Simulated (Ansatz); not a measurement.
```yaml
atoms:
  - { symbol: O, position_ang: [1.3391, -0.7791, 1.7227] }
  - { symbol: O, position_ang: [-0.6205, -1.7067, 2.5589] }
  - { symbol: P, position_ang: [0.5213, -0.6316, 3.1985] }
  - { symbol: Si, position_ang: [0.1391, -1.7862, 1.0224] }
  - { symbol: H, position_ang: [1.2932, -1.5677, 3.9692] }
```

Geometry: B3LYP/6-31G*.

These are results of Ansatz 0.2.0, isolated molecule in a Gaussian basis; Kohn-Sham density functional theory, functional PBE0, not measurements.

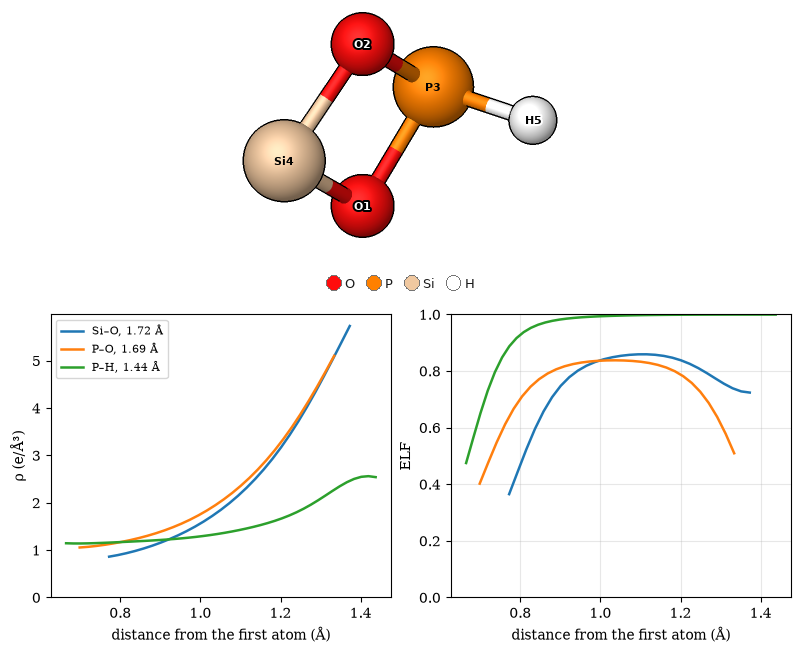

HO2PSi. Total electron density and electron localisation function along straight lines between neighbouring atoms. The curves leave out the atomic cores. The structure is drawn too.

Question: What can be read from the curves?

Answer: Si–O (1.72 Å): the density is about 1 e/Å³ at the midpoint; the ELF peaks at about 0.85 between the atoms; a shared but strongly polarised pair.
P–O (1.69 Å): the density is about 1.3 e/Å³ at the midpoint; the ELF peaks at about 0.85 between the atoms, as expected for a polar covalent bond.
P–H (1.44 Å): ρ at the midpoint is about 1.1 e/Å³; the ELF climbs to about 1 towards the hydrogen, as it does in any bond to H; a covalent bond by its length.
